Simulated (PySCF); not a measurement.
Vertical excitations of a molecule C₅H₇F from PySCF with TDA-PBE/def2-SVPD, as energy in eV (oscillator strength): 5.69 (0.002), 5.83 (0.868), 5.93 (0.002), 6.21 (0.001), 6.22 (0.241), 6.82 (0.009), 6.85 (0.001), 7.18 (0.001), 7.35 (0.000), 7.64 (0.003). Lowest triplet (TDA): 3.08 eV. Geometry optimised at B3LYP-D3(BJ)/def2-SVP. The values are those of a single conformer.

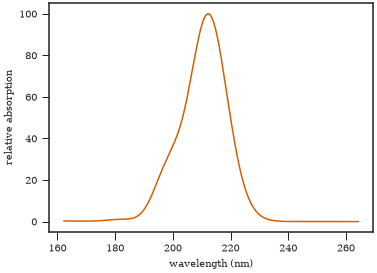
The lines broadened by 0.4 eV.

**Question.** Which molecule gave these data?
(A) C=C(F)/C=C/C
(B) CC1=C[C@@H](F)C1
(C) C/C=C/C=C\F
(D) C=C/C(F)=C\C

**Answer.** C, C/C=C/C=C\F
